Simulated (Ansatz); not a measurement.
# C4H13ClO5W (SMILES C[O][W]([OH])([Cl])([O]C)([O]C)[O]C): what the fields show

```xyz
24

C     1.4057   -2.5688   -0.5507
O     0.4003   -1.8841    0.1393
W    -0.2489   -0.1457    0.2261
O    -1.4424   -0.3716   -1.2586
Cl   -1.1255    2.1430    0.1554
O    -1.6602   -0.5576    1.3625
C    -3.0471   -0.4543    1.3891
O     0.8574    0.4944    1.5751
C     1.6238    1.6164    1.8806
O     1.0333    0.4510   -1.0341
C     0.9767    1.0494   -2.2888
H     2.0603   -3.0664    0.1696
H     1.9917   -1.8706   -1.1567
H     0.9498   -3.3224   -1.1981
H    -1.9030    0.3939   -1.6093
H    -3.4603   -0.7659    0.4235
H    -3.3310    0.5849    1.5834
H    -3.4415   -1.0947    2.1814
H     0.9700    2.4799    2.0320
H     2.3094    1.8305    1.0537
H     2.1945    1.4200    2.7911
H     0.6054    2.0758   -2.1889
H     1.9776    1.0718   -2.7275
H     0.3039    0.4911   -2.9499
```

Geometry: PBE0-D4/def2-TZVP; core potentials replace the inner electrons of W.

All numbers below come from RKS PBE0-D4/def2-TZVPP (Ansatz 0.2.0).

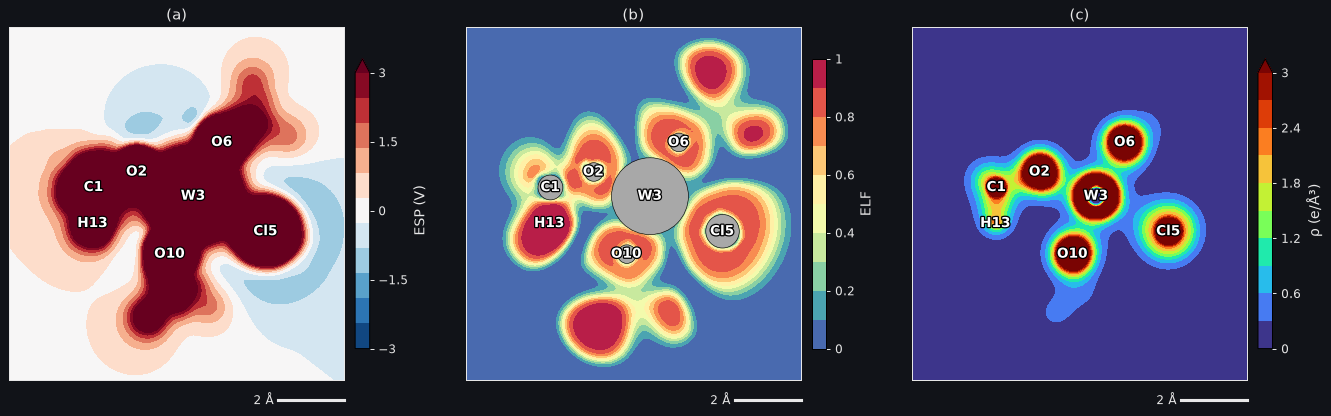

Figure 1. (a) electrostatic potential; (b) electron localisation function; (c) electron density on the plane of atoms O2, W3 and O10. Grey discs cover the atomic cores in the ELF map.

Read the bonding off the picture.

Answer. The section cuts through C, O, W, Cl and H sites.
C–O (1.40 Å): the density is about 2.1 e/Å³ at the midpoint, with its minimum of 1.7 e/Å³ about 0.5 Å from C; the ELF peaks at about 0.85 between the atoms: a shared but strongly polarised pair.
W–O (1.86 Å): the density is about 1.2 e/Å³ at the midpoint; the ELF peaks at about 0.80 in the valence shell of O, 0.5 Å from its nucleus, and drops to about 0.30 between the two atoms.
W–Cl (2.45 Å): ρ at the midpoint is about 0.54 e/Å³; the ELF peaks at about 0.85 in the valence shell of Cl, 0.8 Å from its nucleus, and is about 0.45 at the midpoint.
W–O (1.89 Å): ρ at the midpoint is about 1.1 e/Å³; the ELF peaks at about 0.85 in the valence shell of O, 0.5 Å from its nucleus, and drops to about 0.25 between the two atoms.
C–H (1.09 Å): ρ at the midpoint is about 2.1 e/Å³; the ELF climbs to about 1 towards the hydrogen, as it does in any bond to H (a covalent bond by its length).
Outside the dense part of the molecule the potential is most negative (−1.1 V) near Cl5.

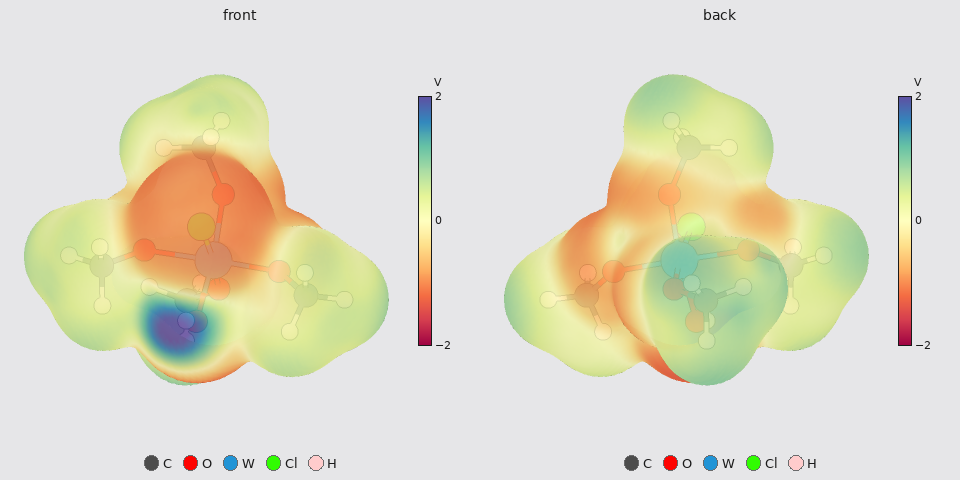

Figure 2. The electrostatic potential painted on the density surface at 0.002 e/bohr³, seen from the front and from behind; the colour scale runs from red (negative) to blue (positive).

Describe the electrostatic potential map.

Answer. The most negative region (about −1.3 V) lies over O4, the most positive (about +1.9 V) over H15. O4 is the likeliest acceptor of a hydrogen bond.

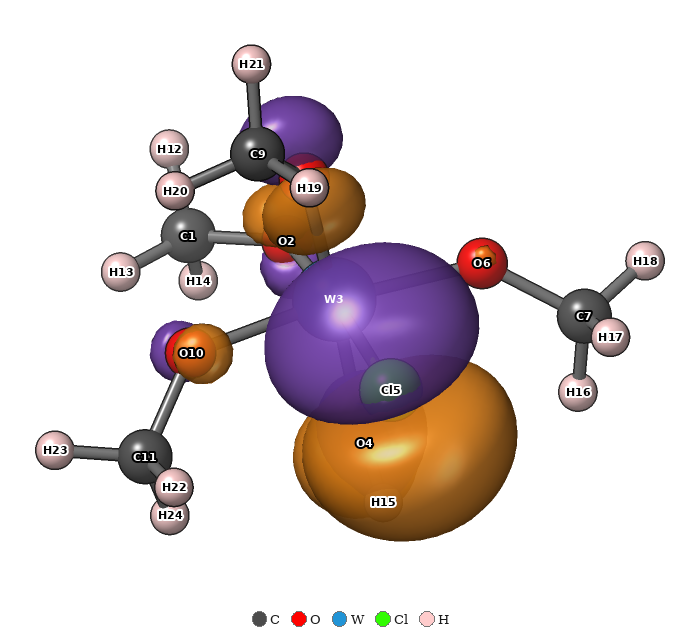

Figure 3. One frontier orbital at ±0.08 Å⁻³ᐟ² (orange and purple are the two phases), seen from one side.

Which orbital is it: HOMO or LUMO?

Answer. The HOMO, at −7.82 eV. Its weight (Hirshfeld) is mainly on Cl5 (about 75 %) and O4 (about 10 %); largely a lone pair of Cl5.
